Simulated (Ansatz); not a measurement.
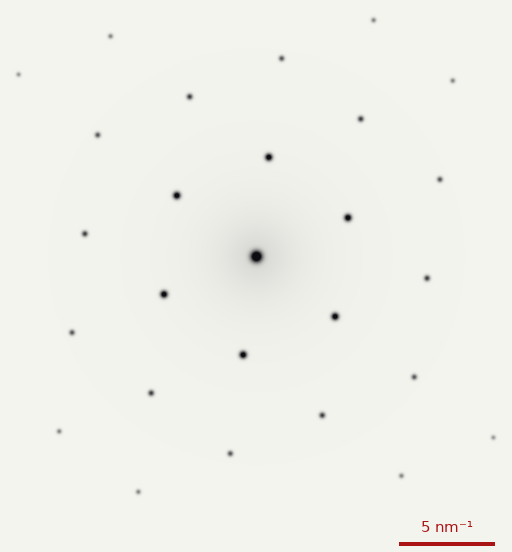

Simulated selected-area electron diffraction pattern (100 kV, kinematic approximation, thin crystal, B = 1 Å² for all atoms).

Phase: As, space group R-3m (No. 166), a = 3.81 Å, c = 10.94 Å (hexagonal axes). Structure: the geometry relaxed at fixed volume with DFT PBE, spin-orbit coupling, plane waves, PAW in Ansatz 0.2.0.

> Measure the pattern against the scale bar and name the zone.

The spots form a hexagonal net with both shortest vectors at d = 1.90 Å, 60.0° apart. They index as 2 -1 0 and 1 1 0, so the zone axis is [001].

> Which reflections of this zone are missing, and why?

The lattice centring (R) removes all reflections that break −h + k + l = 3n.
